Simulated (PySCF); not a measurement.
# What a change does: excited-state calculation on Mg14S14

System: Mg14S14 (2x2x7 MgS rock-salt block).
Method of the first run: TDDFT PW91/pcseg-0, vertical, gas phase, core orbitals frozen in the response, virtual orbitals cut by energy (PySCF 2.14.0).

The geometry comes from this level: GFN2-xTB. Text and figures count atoms from 1; the logs count them from 0 in places.

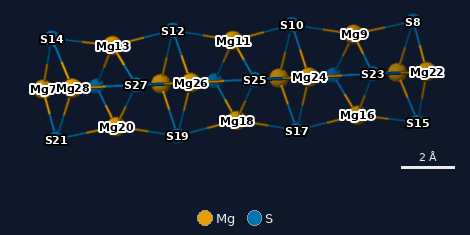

Figure 1. The structure (ball-and-stick view, seen at a tilt; atoms are numbered from 1 in the order of the input). Sticks mark near contacts. Bond lengths as drawn: Mg–S 2.42 to 2.53 Å.

### Input, the first run
```
{"job": {"kind": "uv", "basis": "pcseg-0", "grid": 1, "kgrid": 1, "vcut": 0.3, "nstates": 3, "ntriplets": 2, "tda": false, "delta": ["ip_vertical"], "pop": false, "xc": "PW91"}, "charge": 0, "multiplicity": 1}
Mg    -1.041474    -1.042234    -7.237208
S     -1.403216    -1.404010    -4.838219
Mg    -1.062523    -1.061799    -2.412207
S     -1.415756    -1.415874     0.000337
Mg    -1.061678    -1.061346     2.412842
S     -1.406080    -1.405119     4.837516
Mg    -1.043702    -1.042336     7.236961
S     -1.349007     1.352472    -7.383980
Mg    -1.082316     1.082933    -4.923861
S     -1.413416     1.410990    -2.436441
Mg    -1.070773     1.068355     0.000480
S     -1.412555     1.411829     2.436549
Mg    -1.083750     1.082402     4.924975
S     -1.351822     1.350233     7.384131
S      1.352405    -1.348075    -7.384134
Mg     1.083300    -1.081219    -4.924468
S      1.410442    -1.411657    -2.436390
Mg     1.068139    -1.068988     0.000270
S      1.411540    -1.410607     2.436930
Mg     1.081136    -1.081372     4.924900
S      1.349677    -1.348916     7.384324
Mg     1.044938     1.044747    -7.235137
S      1.405067     1.406343    -4.835588
Mg     1.059927     1.061491    -2.411391
S      1.413404     1.415357    -0.000169
Mg     1.061013     1.062627     2.412692
S      1.402838     1.405217     4.837793
Mg     1.041702     1.044970     7.237021
```

The first line tells a small driver script what to run in PySCF; the rest is the geometry in Å.

Command:
```bash
OMP_NUM_THREADS=4 python <driver script> task.json out
```

Hardware: 4 CPU threads, shared host.

### Output (the first run)
```
start: PBE on a coarse grid of 43482 points
cycle   1  E = -8362.3553929359  dE =  2.897e+00  |g| = 1.128e+00  |ddm| = 7.453e+00
cycle   2  E = -8361.7206374639  dE =  6.348e-01  |g| = 1.768e+00  |ddm| = 5.681e+00
cycle   3  E = -8362.8236735346  dE = -1.103e+00  |g| = 1.874e-01  |ddm| = 3.692e+00
cycle   4  E = -8362.8308924505  dE = -7.219e-03  |g| = 1.308e-01  |ddm| = 5.974e-01
cycle   5  E = -8362.8367587172  dE = -5.866e-03  |g| = 1.366e-02  |ddm| = 2.339e-01
cycle   6  E = -8362.8368304748  dE = -7.176e-05  |g| = 4.153e-03  |ddm| = 3.435e-02
final grid: 163645 points
cycle   7  E = -8367.4980002323  dE = -1.706e-04  |g| = 4.988e-02  |ddm| = 1.935e-01
cycle   8  E = -8367.4972307040  dE =  7.695e-04  |g| = 6.791e-02  |ddm| = 2.012e-01
cycle   9  E = -8367.4987017417  dE = -1.471e-03  |g| = 7.434e-03  |ddm| = 1.304e-01
cycle  10  E = -8367.4987216675  dE = -1.993e-05  |g| = 2.209e-03  |ddm| = 1.787e-02
cycle  11  E = -8367.4987187229  dE =  2.945e-06  |g| = 2.412e-04  |ddm| = 4.417e-03
cycle  12  E = -8367.4987218008  dE = -3.078e-06  |g| = 6.912e-05  |ddm| = 7.504e-04
converged SCF energy = -8367.4987218008
Vertical ionisation energy (delta-SCF) = 7.8052 eV   <S^2> = 0.751

Static polarisability (au): isotropic 451.184, principal 321.667 344.132 687.753

Singlet excitations
state   eV       nm        f      main configurations
  1   2.8708    431.9   0.00000   H-1->L 1.00
  2   2.8728    431.6   0.00385   H->L 0.94
  3   2.8834    430.0   0.00012   H-2->L 0.92

Triplet excitations (Tamm-Dancoff, eV): 2.8379 2.8478
```

The input of the second run differs as follows (lines with − go, lines with + come):
```diff
-"basis": "pcseg-0"
+"basis": "6-31G*"
-"vcut": 0.3
+"vcut": 1.0
-"ntriplets": 2
+"ntriplets": 0
-"xc": "PW91"
+"xc": "B3LYP"
+"scf": {"guess": "minao"}
```

How does the second run compare with the first run?

The total energies belong to different models, so their difference says nothing on which is more stable or more accurate. The HOMO goes from −5.87 to −6.39 eV. The LUMO goes from −3.01 to −2.49 eV. The lowest excitation goes from 2.87 to 3.31 eV. The functional changes from PW91 to B3LYP. The SCF takes 9 iterations against 12. The basis functions go from 322 to 504.

### Output (the second run)
```
final grid: 163645 points
cycle   1  E = -8377.2237268143  dE =  4.333e+00  |g| = 1.051e+00  |ddm| = 6.872e+00
cycle   2  E = -8377.1146156912  dE =  1.091e-01  |g| = 1.208e+00  |ddm| = 3.993e+00
cycle   3  E = -8377.6371183105  dE = -5.225e-01  |g| = 9.991e-02  |ddm| = 2.183e+00
cycle   4  E = -8377.6397186681  dE = -2.600e-03  |g| = 5.834e-02  |ddm| = 2.737e-01
cycle   5  E = -8377.6409507804  dE = -1.232e-03  |g| = 7.740e-03  |ddm| = 1.050e-01
cycle   6  E = -8377.6409697071  dE = -1.893e-05  |g| = 2.909e-03  |ddm| = 1.805e-02
cycle   7  E = -8377.6409694693  dE =  2.378e-07  |g| = 5.448e-04  |ddm| = 5.352e-03
cycle   8  E = -8377.6409716548  dE = -2.186e-06  |g| = 1.843e-04  |ddm| = 1.259e-03
cycle   9  E = -8377.6409695762  dE =  2.079e-06  |g| = 5.623e-05  |ddm| = 4.465e-04
converged SCF energy = -8377.6409695762
Vertical ionisation energy (delta-SCF) = 7.4582 eV   <S^2> = 0.752

Static polarisability (au): isotropic 564.408, principal 439.768 444.547 808.909

Singlet excitations
state   eV       nm        f      main configurations
  1   3.3121    374.3   0.00087   H-1->L+1 0.41, H-2->L 0.37, H-1->L 0.18
  2   3.3136    374.2   0.02274   H-2->L+1 0.40, H-1->L 0.35, H-2->L 0.19
  3   3.3278    372.6   0.00000   H->L 0.71, H-3->L+1 0.24
```

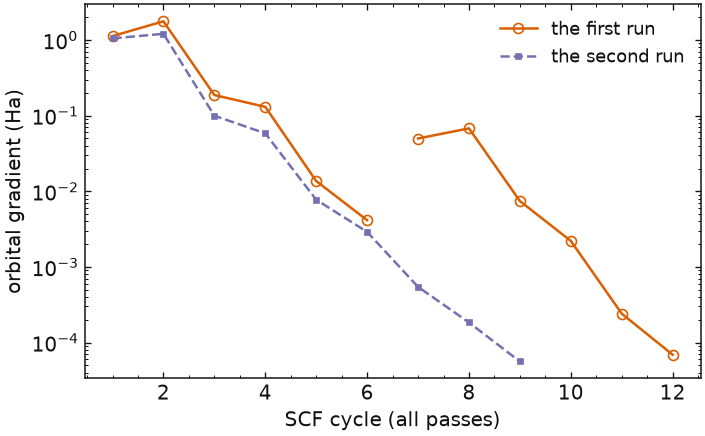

Figure 2. Convergence of the two runs: orbital gradient against the SCF cycle. A break in a curve parts two SCF passes (coarse and final grid). The first run takes 12 cycles in all, and the second run takes 9.

### The two runs side by side

| quantity | the first run | the second run |
| --- | --- | --- |
| outcome | converged | converged |
| total energy (hartree) | −8367.498722 | −8377.640970 |
| HOMO (eV) | −5.87 | −6.39 |
| LUMO (eV) | −3.01 | −2.49 |
| dipole moment (D) | 0.02 | 0.03 |
| lowest excitation (eV) | 2.87 | 3.31 |
| SCF iterations | 12 | 9 |
| basis functions | 322 | 504 |
| strongest computed line (eV) | – | 3.31 |
| wall time (shared host) | 35 s | 7.3 min |
